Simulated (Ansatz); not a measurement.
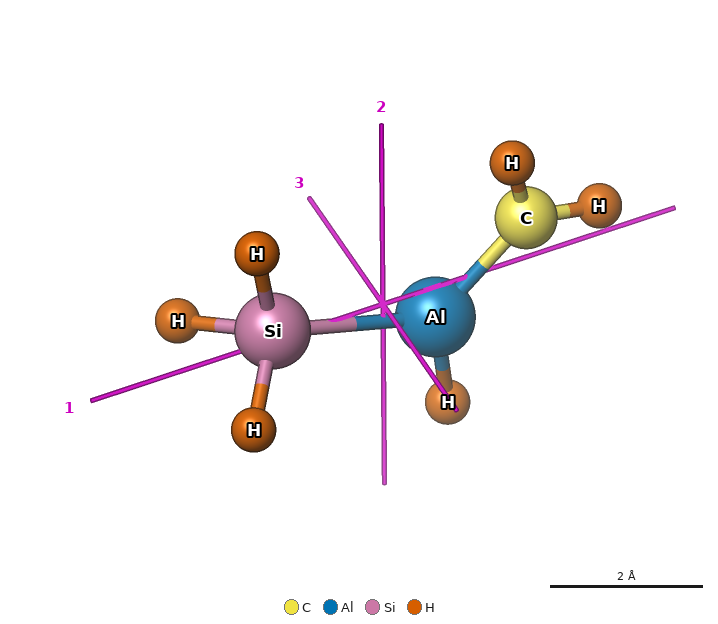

The three principal axes of inertia are drawn and numbered. Depth is shown by fading: the farther an atom, the more it takes the colour of the background. Charge −1, singlet. The computed structure is the end point of a PBE0-D4/def2-TZVPD optimisation. No frequency run is at hand to confirm it as a minimum. Masses are those of the most abundant isotopes; constants are for the rigid equilibrium geometry.

### Which line is the a axis (least moment of inertia), which b and which c?

a is line 1, b is line 2, c is line 3; the moments are 28.7, 174, 197 u Å².

### What kind of rotor is it, and what are its rotational constants in GHz?

An asymmetric top (Cs): A = 17.6, B = 2.90, C = 2.56 GHz. Ray's parameter κ is −0.95, close to the prolate limit.
